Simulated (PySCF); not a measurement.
Molecule: SMILES C(C)(c1ccc(O)s1)C. Atoms near the plane z = 0.8 Å, at the GFN2-xTB optimised geometry (x, y, z in Å): C2 (-1.2, -2.2, 0.0), C3 (-2.1, -2.2, 1.3), C4 (-0.3, -1.0, 0.0), C5 (1.1, -1.0, 0.0), C6 (1.7, 0.3, 0.0), C7 (0.7, 1.3, 0.0), O8 (1.0, 2.6, 0.0), S9 (-0.9, 0.6, 0.0), H13 (-0.6, -3.1, 0.0), H15 (-2.7, -1.3, 1.3), H16 (-2.7, -3.0, 1.3), H17 (1.7, -1.9, 0.0), H18 (2.7, 0.5, 0.0), H19 (0.2, 3.1, 0.0).

Calculation: CAM-B3LYP/def2-SVP in PySCF 2.14.0. The values are rescaled to run from 0 to 1.

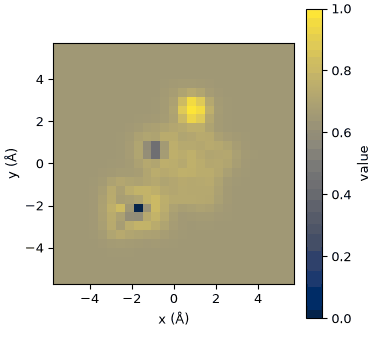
Fig. 1. a field on the plane z = 0.8 Å.

Q: Which quantity is mapped?
(A) deformation density (molecule minus spherical neutral atoms)
(B) log10 of the electron density
(C) Laplacian of the electron density
(D) electrostatic potential

A: C, Laplacian of the electron density. In full: Laplacian of the electron density (e/bohr⁵).
